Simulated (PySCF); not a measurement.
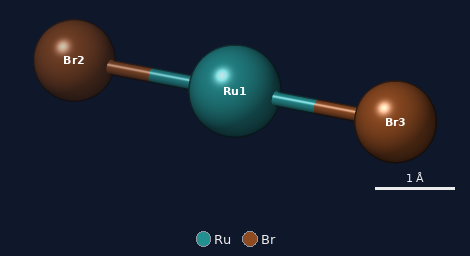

*The input geometry (ball-and-stick view, seen at a tilt; atoms are numbered from 1 in the order of the input). Sticks mark near contacts.*

Bond lengths as drawn: Br–Ru 2.35 Å.

**Run report: RuBr$_{2}$ (charge +1), frequency calculation**

System: RuBr$_{2}$, charge +1, multiplicity 2.
Method: UKS-based PBE0, Ru def2-SVP with ECP28, Br def2-SVP; non-relativistic Hamiltonian with a scalar-relativistic core potential; density fitting (PySCF 2.14.0).

## The input
```python
from pyscf import gto, scf, dft
mol = gto.M(atom='''
Ru     0.000000     0.000000     0.000000
Br     0.000000     0.000000     2.346004
Br    -0.000000    -0.000000    -2.346004''',
    basis={'Ru': 'def2-SVP', 'Br': 'def2-SVP'},
    ecp={'Ru': 'def2-SVP'},
    charge=1, spin=1)
mf = dft.UKS(mol, xc='PBE0')
mf.grids.atom_grid = (75, 302)
aux = {'Ru': 'def2-universal-JKFIT', 'Br': 'def2-universal-JKFIT'}
mf = mf.density_fit(auxbasis=aux)
mf.conv_tol = 1e-09
mf.diis_space = 10
mf.max_cycle = 60
mf.verbose = 4
mf.kernel()
```

The script is an equivalent of the set-up of the self-consistent field. The run itself was carried out by a driver, which started from the orbitals of the step before it where there was one and computed the further properties.

Launched with:
```bash
OMP_NUM_THREADS=2 python axn.py task.json out
```

## Log
```
init E= -5241.63073601769
  alpha nocc = 43  HOMO = -0.513225749073452  LUMO = -0.396690342848745
  beta  nocc = 42  HOMO = -0.499004741261351  LUMO = -0.396708577329787
  HOMO = -0.499004741261  LUMO = -0.39670857733  gap/eV = 2.78362
cycle= 1 E= -5241.63073601769  delta_E= 4.55e-12  |g|= 1.26e-06  |ddm|= 1.82e-06
  alpha nocc = 43  HOMO = -0.513225695603187  LUMO = -0.396691232211461
  beta  nocc = 42  HOMO = -0.499005067672345  LUMO = -0.39670946671178
  HOMO = -0.499005067672  LUMO = -0.396709466712  gap/eV = 2.78361
Extra cycle  E= -5241.63073601767  delta_E= 2.46e-11  |g|= 3.68e-06  |ddm|= 5.29e-06
converged SCF energy = -5241.63073601767  <S^2> = 2.7684127  2S+1 = 3.4747159
```

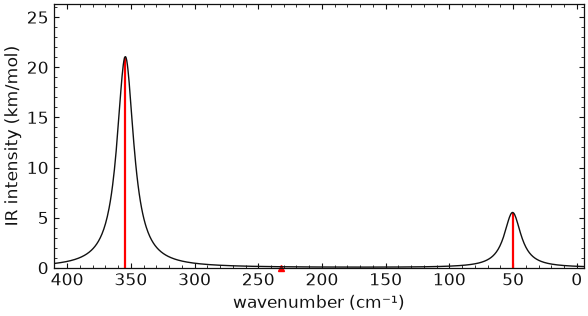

*Harmonic infrared spectrum, unscaled: sticks (degenerate modes added up, dark ones marked on the axis) with a Lorentzian envelope of 16 cm⁻¹ full width, scaled to the tallest stick.*

4 modes from 50 to 354 cm⁻¹, none imaginary. The strongest line is at 354 cm⁻¹ (21 km/mol). All modes, in cm⁻¹ (km/mol): 50 (2.7), 50 (2.7), 232 (0.0), 354 (21).

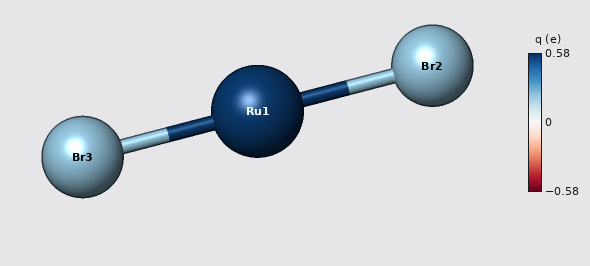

*Mulliken charges, as the colour of each atom (ball-and-stick view, seen at an oblique angle; atoms are numbered from 1 in the order of the input).*

By element: Ru +0.55 and Br +0.22 e.

## Summary

| quantity | value |
| --- | --- |
| outcome | converged |
| total energy | −5241.630736 hartree |
| ⟨S²⟩ | 2.768 |
| zero-point energy | 0.001566 hartree |
| wavenumbers, lowest and highest | 50 and 354 cm⁻¹ |
| hardware | 2 threads of Arm Neoverse V1, 24 GiB of memory available, shared host |
| wall time | 35 s (CPU time 64 s) |
| peak memory | 0.98 GiB |

## Notes

Checks after the run noted: spin contamination. ⟨S²⟩ is 2.77 against 0.75 for a pure state: the solution is spin-contaminated.
